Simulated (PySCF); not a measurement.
# C$_{3}$H$_{2}$F$_{3}$S (SMILES C=C([S-])C(F)(F)F) (charge −1): what the fields show

```yaml
atoms:
  - { symbol: C, position_ang: [-0.6609, -1.2224, 0.0287] }
  - { symbol: C, position_ang: [-0.5157, 0.0761, 0.3586] }
  - { symbol: S, position_ang: [-1.5268, 1.0094, 1.3512] }
  - { symbol: C, position_ang: [0.6882, 0.7605, -0.2204] }
  - { symbol: F, position_ang: [1.8654, 0.1757, 0.1568] }
  - { symbol: F, position_ang: [0.8446, 2.0577, 0.0693] }
  - { symbol: F, position_ang: [0.7279, 0.7039, -1.5860] }
  - { symbol: H, position_ang: [0.0469, -1.7227, -0.6128] }
  - { symbol: H, position_ang: [-1.4936, -1.7888, 0.4026] }
```

Geometry: GFN2-xTB, dihedral held.

These are results of PBE0/pcSseg-1, SCF density, gas phase, non-relativistic (PySCF 2.14.0), not measurements.

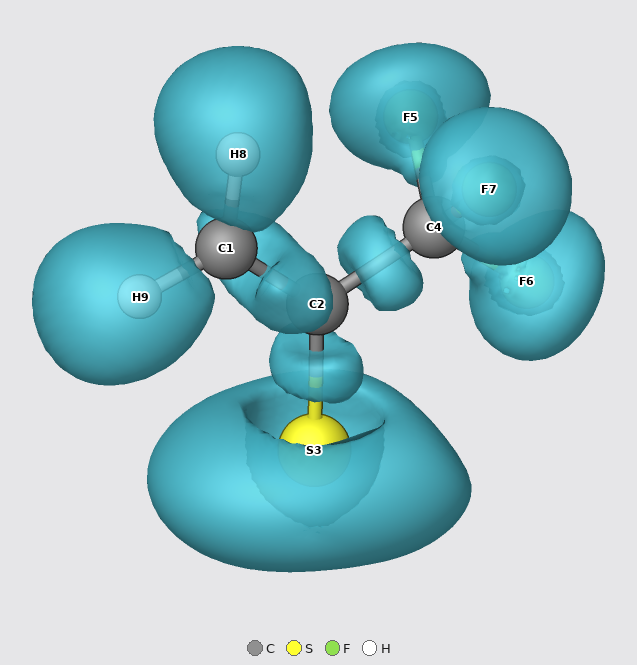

Figure 1. Isosurface of the ELF at 0.75 (cyan), seen at a tilt. Only the valence region is drawn (cores and ρ < 0.01 e/Å³ removed).

> Where are the electrons localised?

At this value the surface marks out two regions between bonded C–C atoms (shared pairs), one region between bonded C–S atoms (shared pairs), two regions around hydrogen nuclei, three regions on F in which the atom's valence shell and bonds are merged and one ring or bowl of non-bonding electrons around S. Along the contacts the grid gives the following. C–F (1.34 Å): the ELF peaks at about 0.85 between the atoms (a shared but strongly polarised pair). C–C (1.35 Å): the ELF peaks at about 0.95 between the atoms, as expected for a covalent bond.

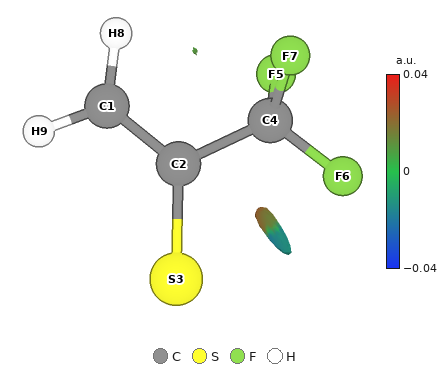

Figure 2. Non-covalent interaction (NCI) plot: the surface where the reduced density gradient is 0.5, for densities under 0.05 a.u., coloured by sign(λ₂)ρ; seen across its widest extent.

> Which non-covalent interactions does the plot reveal?

Between F6 and C4 on one side and S3 and C2 on the other: a weak contact, attractive (blue-green) on one side and crowded (olive to red) on the other.

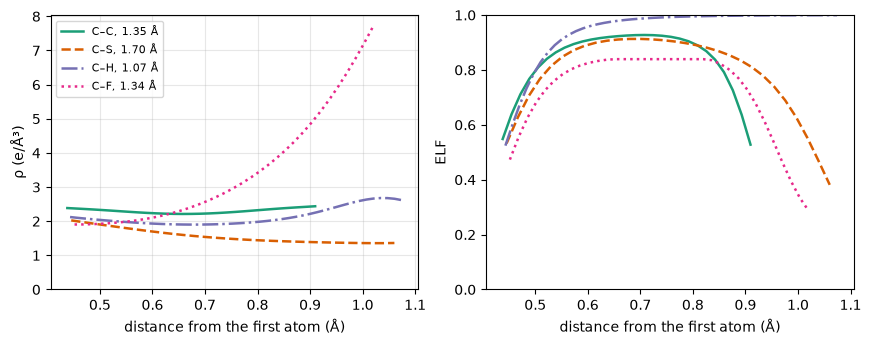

Figure 3. Total electron density and ELF along straight lines between neighbouring atoms. The curves leave out the atomic cores.

> What can be read from the curves?

C–C (1.35 Å): the density is about 2.2 e/Å³ at the midpoint; the ELF peaks at about 0.95 between the atoms; a covalent bond.
C–S (1.70 Å): ρ at the midpoint is about 1.4 e/Å³; the ELF peaks at about 0.90 between the atoms (a covalent bond).
C–H (1.07 Å): ρ is about 2 e/Å³ halfway; the ELF climbs to about 1 towards the hydrogen, as it does in any bond to H: a covalent bond by its length.
C–F (1.34 Å): ρ is about 2.4 e/Å³ halfway; the ELF peaks at about 0.85 between the atoms: a polar covalent bond.
